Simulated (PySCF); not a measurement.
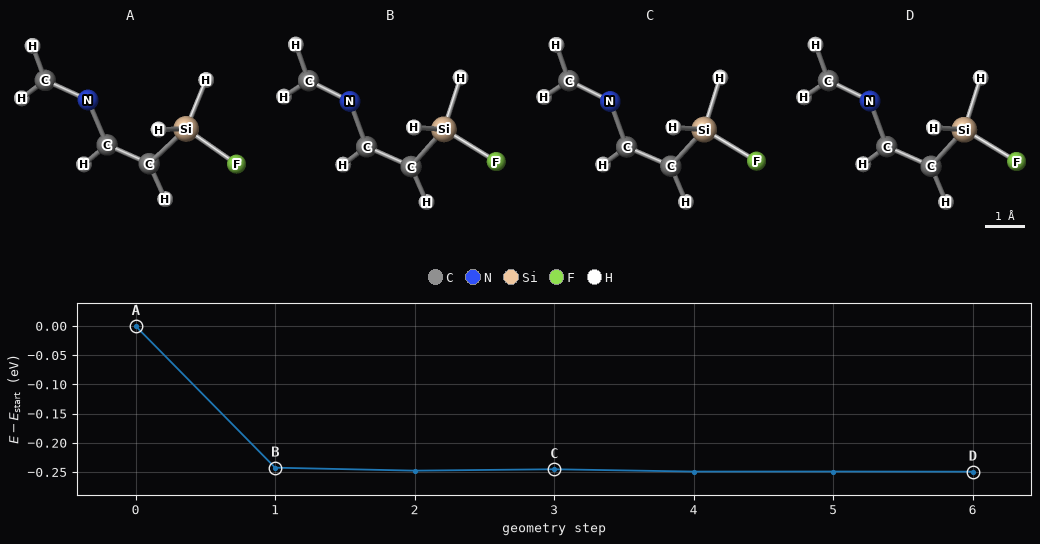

Frames of a relaxation of C₃H₆FNSi, marked on the history of the run. A ball-and-stick model, seen from a free direction.

The start comes from GFN2-xTB. Its atoms were then displaced at random by about 0.01 Å.

Method: PBE0-D3(BJ)/def2-SVP geometry optimisation, gas phase (PySCF 2.14.0, density-fitted response routines). 

What happens along the run?

Answer. An H atom moves most after the best rigid fit: 0.17 Å. By element the largest moves are H 0.17 Å, C 0.09 Å, F 0.08 Å, N 0.07 Å, Si 0.06 Å. Some distances before and after: C–C 1.284 → 1.342 Å, H–Si 1.437 → 1.488 Å, C–H 1.054 → 1.097 Å, C–Si 1.908 → 1.871 Å. Among the angles between lasting bonds that change: Si–C–H 117.9° → 123.3°, H–Si–H 115.7° → 111.9°, C–C–Si 120.2° → 116.5°. Over 6 geometry steps the energy falls by 0.249 eV. The run took 44 s on 1 thread of Arm Neoverse V1, on a shared host. From step 0 to 1: an H atom moves most (0.17 Å), energy −0.242 eV. From step 1 to 3: the F atom moves most (0.03 Å), energy −0.003 eV. From step 3 to 6: an H atom moves most (0.03 Å), energy −0.004 eV.
